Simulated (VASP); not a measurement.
# Mg(0001) over its thickness, part 4 of 7

How many layers does a slab of Mg(0001) need before surface energy, work function and relaxation settle?

VASP 6.6.1; PBE; plane waves and PAW (Mg).

So far. Step 8 (Surface relaxation, layers 6): The run ended after 7 ionic steps, 0.003 eV below its first step, once the forces on the free atoms met EDIFFG = -0.01. Step 9 (The vacuum level, layers 6): The vacuum level lies 3.71 eV above the Fermi level at the upper face; both faces agree, as the slab has next to no dipole.

## 10. Surface relaxation, layers 7

System of this step: Mg(0001). The cell holds 7 atoms: 7 Mg. Its edges and angles: a = 3.186 Å, b = 3.186 Å, c = 30.602 Å, α = 90.0°, β = 90.0°, γ = 60.0°. It derives from Mg. 7 layers of hcp Mg, cut at this functional's lattice. Vacuum lies along c.

File INCAR:

```
SYSTEM = Mg
PREC = Normal
ENCUT = 320
EDIFF = 1E-06
NELM = 120
ISMEAR = 1
SIGMA = 0.15
LREAL = .FALSE.
ALGO = Fast
GGA = PE
NBANDS = 14
LORBIT = 11
LWAVE = .FALSE.
LCHARG = .FALSE.
KPAR = 4
IBRION = 2
NSW = 50
ISIF = 2
EDIFFG = -0.01
POTIM = 0.4
MAXMIX = 40
```

File POSCAR:

```
Mg
1.0
    3.1860766385      0.0000000000      0.0000000000
    1.5930383192      2.7592233073      0.0000000000
    0.0000000000      0.0000000000     30.6022815750
Mg
7
Direct
    0.0000000000      0.0000000000      0.2450797700
    0.6666666700      0.6666666700      0.3300531800
    0.0000000000      0.0000000000      0.4150265900
    0.6666666700      0.6666666700      0.5000000000
    0.0000000000      0.0000000000      0.5849734100
    0.6666666700      0.6666666700      0.6699468200
    0.0000000000      0.0000000000      0.7549202300
```

File KPOINTS:

```
Automatic mesh
0
Gamma
12 12 1
0 0 0
```

The projector-augmented-wave data sets are Mg (PBE family, release 64).

The run is started by

```sh
$ mpirun -np 4 vasp_std
```

The log of the run:

```text
[banner, memory and clock lines left out]
running    4 mpi-ranks, on    1 nodes
[...]
LDA part: xc-table for (Slater+PW92), standard interpolation
 POSCAR, INCAR and KPOINTS ok, starting setup
[...]
entering main loop
       N       E                     dE             d eps       ncg     rms          rms(c)
DAV:   1     0.125390796161E+02    0.12539E+02   -0.29081E+03   532   0.457E+02
DAV:   2    -0.921417165986E+01   -0.21753E+02   -0.19965E+02   702   0.668E+01
DAV:   3    -0.101247599309E+02   -0.91059E+00   -0.88880E+00   716   0.136E+01
DAV:   4    -0.101447637977E+02   -0.20004E-01   -0.19993E-01   698   0.254E+00
[...]
RMM:  18    -0.991572551206E+01   -0.84561E-05   -0.74470E-07   393   0.305E-03    0.629E-04
RMM:  19    -0.991572652292E+01   -0.10109E-05   -0.11987E-07   325   0.173E-03    0.168E-04
RMM:  20    -0.991572691975E+01   -0.39684E-06   -0.85451E-08   302   0.145E-03
   1 F= -.99157269E+01 E0= -.99136883E+01  d E =-.991573E+01
[... from here on, the cycles between the ionic steps are left out ...]
   2 F= -.99160354E+01 E0= -.99140087E+01  d E =-.308507E-03
   3 F= -.99167710E+01 E0= -.99147830E+01  d E =-.104406E-02
   4 F= -.99173904E+01 E0= -.99154857E+01  d E =-.166348E-02
   5 F= -.99177947E+01 E0= -.99159053E+01  d E =-.404255E-03
   6 F= -.99186881E+01 E0= -.99168402E+01  d E =-.129771E-02
   7 F= -.99189882E+01 E0= -.99172281E+01  d E =-.159777E-02
   8 F= -.99191131E+01 E0= -.99173095E+01  d E =-.172272E-02
   9 F= -.99196767E+01 E0= -.99179135E+01  d E =-.563610E-03
  10 F= -.99204823E+01 E0= -.99187750E+01  d E =-.136913E-02
[...]
reached required accuracy - stopping structural energy minimisation
```

Run time: 62 s. Hardware: 4 MPI ranks of AMD EPYC 7571, shared host; peak memory 0.63 GiB.

Parts of OUTCAR (step 10):

```text
  Total       -0.3416195     -0.3416195     -0.0503812      0.0000000     -0.0000000     -0.0000000
  in kB       -2.0344937     -2.0344937     -0.3000423      0.0000000     -0.0000000     -0.0000000
  external PRESSURE =      -1.4563433 kB  Pullay stress =       0.0000000 kB

 POSITION                                       TOTAL-FORCE (eV/Angst)
 -----------------------------------------------------------------------------------
      0.00000      0.00000      7.55848         0.000000      0.000000      0.005955
      3.18608      1.83948     10.17549        -0.000000     -0.000000     -0.007108
      1.59304      2.75922     12.73973        -0.000000     -0.000000      0.002370
      3.18608      1.83948     15.30114         0.000000      0.000000      0.000000
      1.59304      2.75922     17.86255        -0.000000     -0.000000     -0.002370
      3.18608      1.83948     20.42680         0.000000     -0.000000      0.007108
      4.77911      2.75922     23.04380         0.000000      0.000000     -0.005955
 -----------------------------------------------------------------------------------
    total drift:                                0.000055      0.000032      0.000000

  FREE ENERGIE OF THE ION-ELECTRON SYSTEM (eV)
  ---------------------------------------------------
  free  energy   TOTEN  =        -9.9204822558 eV

  energy  without entropy=       -9.9153605673  energy(sigma->0) =       -9.91877503

[... 1 part as in an earlier step ...]

[... 3 further parts left out ...]
[key lines of the parts left out:]
E-fermi :   0.1187
```

The steps of the relaxation:

| step | energy less that of the first step (eV) | largest force (eV/Å) |
| --- | --- | --- |
| 1 | 0.0000 | 0.0638 |
| 2 | -0.0003 | 0.0573 |
| 3 | -0.0010 | 0.0381 |
| 4 | -0.0017 | 0.0350 |
| 5 | -0.0021 | 0.0275 |
| 6 | -0.0030 | 0.0259 |
| 7 | -0.0033 | 0.0403 |
| 8 | -0.0034 | 0.0264 |
| 9 | -0.0039 | 0.0214 |
| 10 | -0.0048 | 0.0071 |

The atoms that moved most (Å):

| atom | dx | dy | dz | length |
| --- | --- | --- | --- | --- |
| Mg6 | 0.000 | 0.000 | -0.075 | 0.075 |
| Mg2 | 0.000 | 0.000 | 0.075 | 0.075 |
| Mg7 | 0.000 | 0.000 | -0.058 | 0.058 |
| Mg1 | 0.000 | 0.000 | 0.058 | 0.058 |
| Mg3 | 0.000 | 0.000 | 0.039 | 0.039 |
| Mg5 | 0.000 | 0.000 | -0.039 | 0.039 |

The relaxed structure:

```xyz
7
Lattice="3.1861 0.0000 0.0000 1.5930 2.7592 0.0000 0.0000 0.0000 30.6023" Properties=species:S:1:pos:R:3
Mg    0.0000    0.0000    7.5585
Mg    3.1861    1.8395   10.1755
Mg    0.0000    0.0000   12.7397
Mg    3.1861    1.8395   15.3011
Mg    0.0000    0.0000   17.8626
Mg    3.1861    1.8395   20.4268
Mg    0.0000    0.0000   23.0438
```

The run ended after 10 ionic steps, 0.005 eV below its first step, once the forces on the free atoms met EDIFFG = -0.01.

## 11. The vacuum level, layers 7

Changes to INCAR since step 10:

```diff
@@ -15,7 +15,6 @@
 KPAR = 4
-IBRION = 2
-NSW = 50
-ISIF = 2
-EDIFFG = -0.01
-POTIM = 0.4
-MAXMIX = 40
+IDIPOL = 3
+LDIPOL = .TRUE.
+DIPOL = 0.5 0.5 0.5
+LVHAR = .TRUE.
+LVACPOTAV = .TRUE.
```

File POSCAR:

```
Mg
1.0
    3.1860766385      0.0000000000      0.0000000000
    1.5930383192      2.7592233073      0.0000000000
    0.0000000000      0.0000000000     30.6022815750
Mg
7
Direct
    0.0000000000      0.0000000000      0.2469908390
    0.6666666700      0.6666666700      0.3325074043
    0.0000000000      0.0000000000      0.4162999482
    0.6666666700      0.6666666700      0.5000000000
    0.0000000000      0.0000000000      0.5837000518
    0.6666666700      0.6666666700      0.6674925957
    0.0000000000      0.0000000000      0.7530091610
```

KPOINTS is that of step 10.

The run is started by

```sh
$ mpirun -np 4 vasp_std
```

The log of the run:

```text
[... set-up lines as in an earlier step ...]
 entering main loop
       N       E                     dE             d eps       ncg     rms          rms(c)
DAV:   1     0.127684651000E+02    0.12768E+02   -0.29103E+03   532   0.457E+02
DAV:   2    -0.922097303366E+01   -0.21989E+02   -0.20155E+02   702   0.672E+01
DAV:   3    -0.101322100753E+02   -0.91124E+00   -0.88876E+00   720   0.137E+01
DAV:   4    -0.101555603085E+02   -0.23350E-01   -0.23330E-01   680   0.272E+00
[...]
RMM:  18    -0.992047565997E+01   -0.24714E-05   -0.18748E-07   381   0.225E-03    0.300E-04
RMM:  19    -0.992048191584E+01   -0.62559E-05   -0.21054E-07   373   0.184E-03    0.158E-04
RMM:  20    -0.992048217408E+01   -0.25824E-06   -0.16798E-08   239   0.113E-03
 [... a notice as in an earlier step ...]

   1 F= -.99204822E+01 E0= -.99187756E+01  d E =-.511983E-02
```

Elapsed: 20 s, on 4 MPI ranks; peak memory 0.59 GiB.

Parts of OUTCAR (step 11):

```text
  Total       -0.3415738     -0.3415738     -0.0499578      0.0000000      0.0000000     -0.0000000
  in kB       -2.0342215     -2.0342215     -0.2975203      0.0000000      0.0000000     -0.0000000
  external PRESSURE =      -1.4553211 kB  Pullay stress =       0.0000000 kB

 POSITION                                       TOTAL-FORCE (eV/Angst)
 -----------------------------------------------------------------------------------
      0.00000      0.00000      7.55848         0.000000      0.000000      0.006130
      3.18608      1.83948     10.17549        -0.000000     -0.000000     -0.007077
      0.00000      0.00000     12.73973         0.000000     -0.000000      0.002217
      3.18608      1.83948     15.30114         0.000000      0.000000      0.000000
      0.00000      0.00000     17.86255        -0.000000      0.000000     -0.002217
      3.18608      1.83948     20.42680        -0.000000     -0.000000      0.007077
      0.00000      0.00000     23.04380         0.000000      0.000000     -0.006130
 -----------------------------------------------------------------------------------
    total drift:                                0.000055      0.000032      0.000000

  FREE ENERGIE OF THE ION-ELECTRON SYSTEM (eV)
  ---------------------------------------------------
  free  energy   TOTEN  =        -9.9204821741 eV

  energy  without entropy=       -9.9153623484  energy(sigma->0) =       -9.91877557

[... 2 parts as in an earlier step ...]

[... 1 further part left out ...]
[key lines of the parts left out:]
E-fermi :   0.1187
```

The planar average of the electrostatic potential oscillates, so the rows of the table below give means over windows of 2.62 Å about each position, cut where the curve ends. Its maxima inside the range that stand out by 2 % of the span (Å: eV): 8.9: 0.990, 11.5: 0.870, 14.0: 0.846, 16.6: 0.846, 19.1: 0.870, 21.7: 0.990. Its minima: 7.5: -6.46, 10.2: -6.39, 12.8: -6.41, 15.3: -6.49, 17.8: -6.41, 20.4: -6.39, 23.1: -6.46.

Zero at the Fermi level. Planar average of the electrostatic potential against height; means over each step:

| height (Å) | planar average of the electrostatic potential (eV) |
| --- | --- |
| 1.31 | 3.68 |
| 3.93 | 3.65 |
| 6.55 | -0.874 |
| 9.17 | -2.58 |
| 11.79 | -2.73 |
| 14.41 | -2.77 |
| 17.03 | -2.74 |
| 19.65 | -2.69 |
| 22.27 | -2.61 |
| 24.89 | 2.10 |
| 27.51 | 3.68 |
| 30.13 | 3.68 |

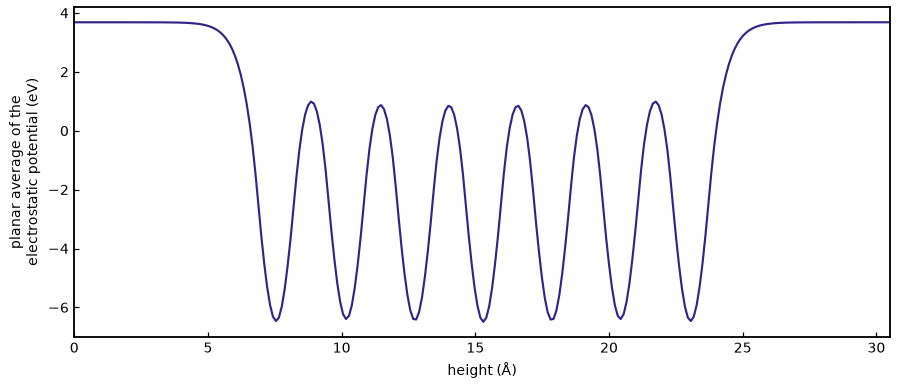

Planar average of the electrostatic potential, plotted against height.

The vacuum level lies 3.68 eV above the Fermi level at the upper face; both faces agree, as the slab has next to no dipole.

The program found no field-free point at its default tolerance, but its printed level agrees with the flat part of the planar average.

## 12. Surface relaxation, layers 8

System of this step: Mg(0001). The cell holds 8 atoms: 8 Mg. Cell: a = 3.186 Å, b = 3.186 Å, c = 33.203 Å, α = 90.0°, β = 90.0°, γ = 60.0°. It derives from Mg. 8 layers of hcp Mg, cut at this functional's lattice. Vacuum lies along c.

File INCAR:

```
SYSTEM = Mg
PREC = Normal
ENCUT = 320
EDIFF = 1E-06
NELM = 120
ISMEAR = 1
SIGMA = 0.15
LREAL = .FALSE.
ALGO = Fast
GGA = PE
NBANDS = 16
LORBIT = 11
LWAVE = .FALSE.
LCHARG = .FALSE.
KPAR = 4
IBRION = 2
NSW = 50
ISIF = 2
EDIFFG = -0.01
POTIM = 0.4
MAXMIX = 40
```

File POSCAR:

```
Mg
1.0
    3.1860766385      0.0000000000      0.0000000000
    1.5930383192      2.7592233073      0.0000000000
    0.0000000000      0.0000000000     33.2026618375
Mg
8
Direct
    0.6666666700      0.6666666700      0.2258855000
    0.0000000000      0.0000000000      0.3042039300
    0.6666666700      0.6666666700      0.3825223600
    0.0000000000      0.0000000000      0.4608407900
    0.6666666700      0.6666666700      0.5391592100
    0.0000000000      0.0000000000      0.6174776400
    0.6666666700      0.6666666700      0.6957960700
    0.0000000000      0.0000000000      0.7741145000
```

KPOINTS is that of step 11.

The run is started by

```sh
$ mpirun -np 4 vasp_std
```

The log of the run:

```text
[banner, memory and clock lines left out]
running    4 mpi-ranks, on    1 nodes
[...]
LDA part: xc-table for (Slater+PW92), standard interpolation
 POSCAR, INCAR and KPOINTS ok, starting setup
[...]
entering main loop
       N       E                     dE             d eps       ncg     rms          rms(c)
DAV:   1     0.133432556088E+02    0.13343E+02   -0.31912E+03   608   0.461E+02
DAV:   2    -0.107245086605E+02   -0.24068E+02   -0.21949E+02   824   0.684E+01
DAV:   3    -0.116361906106E+02   -0.91168E+00   -0.88374E+00   856   0.130E+01
DAV:   4    -0.116571194695E+02   -0.20929E-01   -0.20918E-01   832   0.240E+00
[...]
RMM:  13    -0.114188819251E+02   -0.63739E-05   -0.45176E-05   607   0.286E-02    0.485E-03
RMM:  14    -0.114189018563E+02   -0.19931E-04   -0.21016E-05   594   0.183E-02    0.217E-03
RMM:  15    -0.114189016002E+02    0.25616E-06   -0.56497E-06   543   0.108E-02
   1 F= -.11418902E+02 E0= -.11417358E+02  d E =-.114189E+02
[... from here on, the cycles between the ionic steps are left out ...]
   2 F= -.11419382E+02 E0= -.11417876E+02  d E =-.480083E-03
   3 F= -.11420397E+02 E0= -.11419008E+02  d E =-.149493E-02
   4 F= -.11421155E+02 E0= -.11420023E+02  d E =-.225295E-02
   5 F= -.11421758E+02 E0= -.11420668E+02  d E =-.603508E-03
   6 F= -.11423195E+02 E0= -.11422206E+02  d E =-.204062E-02
   7 F= -.11424284E+02 E0= -.11423436E+02  d E =-.312991E-02
   8 F= -.11424936E+02 E0= -.11424120E+02  d E =-.651291E-03
   9 F= -.11426392E+02 E0= -.11425630E+02  d E =-.210793E-02
  10 F= -.11426946E+02 E0= -.11426212E+02  d E =-.266160E-02
  11 F= -.11427125E+02 E0= -.11426392E+02  d E =-.284012E-02
  12 F= -.11427124E+02 E0= -.11426391E+02  d E =-.283939E-02
  13 F= -.11427215E+02 E0= -.11426466E+02  d E =-.914110E-04
[...]
trial-energy change:   -0.000091  1 .order   -0.000091   -0.000104   -0.000078
 step:  14.2233(harm= 14.2358)  dis= 0.00757  next Energy=   -11.427332 (dE=-0.208E-03)
 reached required accuracy - stopping structural energy minimisation
```

Wall time 1.8 min (4 MPI ranks); peak memory 0.69 GiB; 7.2 min of CPU time.

OUTCAR, selected parts (step 12):

```text
  Total       -0.1581167     -0.1581167     -0.0617425      0.0000000      0.0000000      0.0000000
  in kB       -0.8679053     -0.8679053     -0.3389056      0.0000000      0.0000000      0.0000000
  external PRESSURE =      -0.6915721 kB  Pullay stress =       0.0000000 kB

 POSITION                                       TOTAL-FORCE (eV/Angst)
 -----------------------------------------------------------------------------------
      3.18608      1.83948      7.59091         0.000000      0.000000      0.009477
      0.00000      0.00000     10.20916        -0.000000      0.000000     -0.002646
      3.18608      1.83948     12.76849         0.000000      0.000000     -0.009730
      0.00000      0.00000     15.32605         0.000000     -0.000000     -0.004909
      3.18608      1.83948     17.87661        -0.000000     -0.000000      0.004909
      0.00000      0.00000     20.43417        -0.000000      0.000000      0.009730
      3.18608      1.83948     22.99350         0.000000     -0.000000      0.002646
      0.00000      0.00000     25.61175        -0.000000     -0.000000     -0.009477
 -----------------------------------------------------------------------------------
    total drift:                                0.000067      0.000039     -0.000020

  FREE ENERGIE OF THE ION-ELECTRON SYSTEM (eV)
  ---------------------------------------------------
  free  energy   TOTEN  =       -11.4272152569 eV

  energy  without entropy=      -11.4249683121  energy(sigma->0) =      -11.42646628

[... 1 part as in an earlier step ...]

[... 3 further parts left out ...]
[key lines of the parts left out:]
E-fermi :   0.3406
```

The run ended after 13 ionic steps, 0.008 eV below its first step, once the forces on the free atoms met EDIFFG = -0.01.

## 13. The vacuum level, layers 8

Changes to INCAR since step 12:

```diff
@@ -15,7 +15,6 @@
 KPAR = 4
-IBRION = 2
-NSW = 50
-ISIF = 2
-EDIFFG = -0.01
-POTIM = 0.4
-MAXMIX = 40
+IDIPOL = 3
+LDIPOL = .TRUE.
+DIPOL = 0.5 0.5 0.5
+LVHAR = .TRUE.
+LVACPOTAV = .TRUE.
```

File POSCAR:

```
Mg
1.0
    3.1860766385      0.0000000000      0.0000000000
    1.5930383192      2.7592233073      0.0000000000
    0.0000000000      0.0000000000     33.2026618375
Mg
8
Direct
    0.6666666700      0.6666666700      0.2286236132
    0.0000000000      0.0000000000      0.3074802263
    0.6666666700      0.6666666700      0.3845622599
    0.0000000000      0.0000000000      0.4615910458
    0.6666666700      0.6666666700      0.5384089542
    0.0000000000      0.0000000000      0.6154377401
    0.6666666700      0.6666666700      0.6925197737
    0.0000000000      0.0000000000      0.7713763868
```

KPOINTS is that of step 12.

The run is started by

```sh
$ mpirun -np 4 vasp_std
```

The log of the run:

```text
[... set-up lines as in an earlier step ...]
 entering main loop
       N       E                     dE             d eps       ncg     rms          rms(c)
DAV:   1     0.136255756823E+02    0.13626E+02   -0.31948E+03   608   0.461E+02
DAV:   2    -0.107271450777E+02   -0.24353E+02   -0.22167E+02   824   0.688E+01
DAV:   3    -0.116495087753E+02   -0.92236E+00   -0.89472E+00   856   0.131E+01
DAV:   4    -0.116705432441E+02   -0.21034E-01   -0.21025E-01   824   0.243E+00
[...]
RMM:  17    -0.114271970578E+02   -0.36598E-05   -0.53512E-07   502   0.377E-03    0.558E-04
RMM:  18    -0.114272125996E+02   -0.15542E-04   -0.76236E-07   530   0.287E-03    0.357E-04
RMM:  19    -0.114272129944E+02   -0.39481E-06   -0.57235E-08   343   0.157E-03
 [... a notice as in an earlier step ...]

   1 F= -.11427213E+02 E0= -.11426466E+02  d E =-.224132E-02
```

Run time: 28 s. Hardware: 4 MPI ranks; peak memory 0.63 GiB.

From OUTCAR (step 13):

```text
  Total       -0.1581820     -0.1581820     -0.0610962      0.0000000      0.0000000      0.0000000
  in kB       -0.8682640     -0.8682640     -0.3353581      0.0000000      0.0000000      0.0000000
  external PRESSURE =      -0.6906287 kB  Pullay stress =       0.0000000 kB

 POSITION                                       TOTAL-FORCE (eV/Angst)
 -----------------------------------------------------------------------------------
      3.18608      1.83948      7.59091         0.000000     -0.000000      0.009688
      0.00000      0.00000     10.20916        -0.000000     -0.000000     -0.002593
      3.18608      1.83948     12.76849         0.000000     -0.000000     -0.009993
      0.00000      0.00000     15.32605         0.000000     -0.000000     -0.004661
      3.18608      1.83948     17.87661        -0.000000     -0.000000      0.004661
      0.00000      0.00000     20.43417        -0.000000      0.000000      0.009993
      3.18608      1.83948     22.99350         0.000000     -0.000000      0.002593
      0.00000      0.00000     25.61175        -0.000000      0.000000     -0.009688
 -----------------------------------------------------------------------------------
    total drift:                                0.000067      0.000039     -0.000020

  FREE ENERGIE OF THE ION-ELECTRON SYSTEM (eV)
  ---------------------------------------------------
  free  energy   TOTEN  =       -11.4272129944 eV

  energy  without entropy=      -11.4249716739  energy(sigma->0) =      -11.42646589

[... 2 parts as in an earlier step ...]

[... 1 further part left out ...]
[key lines of the parts left out:]
E-fermi :   0.3405
```

The vacuum level lies 3.65 eV above the Fermi level at the upper face; both faces agree, as the slab has next to no dipole.

The program found no field-free point at its default tolerance, but its printed level agrees with the flat part of the planar average.

(Continued in part 5 of 7.)

[Lines on the potential files, build, host, timing and source positions are cut from VASP's logs without a mark.]

[Logs are printed without paths, hosts, clocks, repeated set-up lines and the standing remarks that a program may print on its own settings, such as how far it seeks lower states.]

[Hosts, paths, dates, database ids (printed as entryN), source tags and the programs' standing remarks are cut or masked in the printed files.]

[Runs that stopped without an error message from VASP are left out.]
